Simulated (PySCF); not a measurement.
# WF5 (SMILES [F][W]([F])([F])([F])[F]) at UMP2/ANO-RCC-VDZ (sfX2C)

Aim: the vertical doublet–quartet gap of WF5 at UMP2/ANO-RCC-VDZ (sfX2C), from 2 runs. The job is set up through a Python script.

Program for the calculation: PySCF 2.14.0.

### Step 1. The molecule

WF5: 6 atoms, total charge 0, spin state doublet. SMILES: `[F][W]([F])([F])([F])[F]`. Geometry: a GFN2-xTB relaxation, a rough one for these elements and not checked as a minimum.

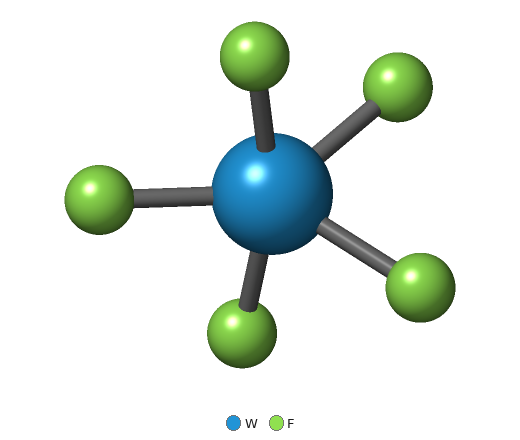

The structure, seen from a chosen angle (tungsten blue, fluorine green).

### Step 2. A single-point energy at UMP2/ANO-RCC-VDZ (sfX2C)

The input, run.py:

```python
# WF5
from pyscf import gto, scf, mp

molecule = gto.M(
    atom='''
W      0.182661     0.010129    -0.000094
F      0.626765    -0.488456     3.418420
F      0.687218     0.525079    -3.404058
F      3.636683    -0.007937     0.024699
F     -2.584748     2.220920    -0.588782
F     -2.548579    -2.259753     0.549816
''',
    unit='bohr',
    basis='ano-rcc-vdz',
    spin=1,
    verbose=3,
    charge=0,
    max_memory=1860,
)

mf = scf.UHF(molecule)
mf = mf.x2c()
mf.conv_tol = 1e-10
mf.kernel()
if not mf.converged:
    mf = mf.newton().run(mf.mo_coeff, mf.mo_occ)

pt = mp.MP2(mf, frozen=35).run()
energy = pt.e_tot
print('E(%s) = %.9f' % ('MP2', energy))
```

The run is started by

```console
$ OMP_NUM_THREADS=1 python run.py
```

Standard output:

```text
converged SCF energy = -16637.8472242592  <S^2> = 0.75445536  2S+1 = 2.0044504
E(UMP2) = -16638.7241361607  E_corr = -0.876911901516071
E(SCS-UMP2) = -16638.6631814661  E_corr = -0.815957206878374
E(MP2) = -16638.724136161
```

Run time: 42 s. Hardware: 1 thread of Arm Neoverse V2, shared host; peak memory 0.35 GiB.

### Step 3. The quartet

The input, job.py:

```python
from pyscf import gto, scf, mp

system = gto.M(
    atom='''
W      0.182661     0.010129    -0.000094
F      0.626765    -0.488456     3.418420
F      0.687218     0.525079    -3.404058
F      3.636683    -0.007937     0.024699
F     -2.584748     2.220920    -0.588782
F     -2.548579    -2.259753     0.549816
''',
    max_memory=1860,
    unit='bohr',
    spin=3,
    basis='ano-rcc-vdz',
    verbose=3,
)

hf = scf.UHF(system)
hf = hf.sfx2c1e()
hf.conv_tol = 1e-10
hf.kernel()
if not hf.converged:
    hf = hf.newton().run(hf.mo_coeff, hf.mo_occ)

pt = mp.MP2(hf, frozen=35).run()
etot = pt.e_tot
print('E = %.10f Eh' % etot)
```

The run is started by

```console
$ OMP_NUM_THREADS=1 python job.py
```

Standard output:

```text
WARN: HOMO 0.135481664214946 >= LUMO -0.589385248653181

SCF not converged.
SCF energy = -16637.6452895092 after 50 cycles  <S^2> = 3.8311862  2S+1 = 4.0403892
converged SCF energy = -16637.645298665  <S^2> = 3.8311071  2S+1 = 4.0403501
E(UMP2) = -16638.487868364  E_corr = -0.842569699048017
E(SCS-UMP2) = -16638.4240987296  E_corr = -0.778800064589418
E = -16638.4878683640 Eh
```

Run time: 52 s. Hardware: 1 thread of Arm Neoverse V2, shared host; peak memory 0.35 GiB.

### Step 4. Summary of results

Level: UMP2/ANO-RCC-VDZ (sfX2C), 35 core orbitals frozen.

```
                                                           quantity            value
                                              doublet: total energy  -16638.72414 Eh
                      doublet: dipole moment (Hartree–Fock density)           1.41 D
doublet: HOMO energy (Hartree–Fock orbitals) (highest over α and β)        -15.13 eV
 doublet: LUMO energy (Hartree–Fock orbitals) (lowest over α and β)         -2.92 eV
              doublet: correlation energy (35 core orbitals frozen)       -876.9 mEh
                         doublet: ⟨S²⟩ of the reference determinant            0.754
                                              quartet: total energy  -16638.48787 Eh
                      quartet: dipole moment (Hartree–Fock density)           3.90 D
quartet: HOMO energy (Hartree–Fock orbitals) (highest over α and β)        -12.51 eV
 quartet: LUMO energy (Hartree–Fock orbitals) (lowest over α and β)         -8.15 eV
              quartet: correlation energy (35 core orbitals frozen)       -842.6 mEh
                         quartet: ⟨S²⟩ of the reference determinant            3.831
                   vertical energy of the quartet above the doublet         6.429 eV
```

At this shape the quartet lies 6.43 eV (148 kcal/mol) above the doublet. Mulliken charges (quartet) of the mean-field density run from -0.55 on F6 to +2.02 on W1; they depend strongly on the basis.
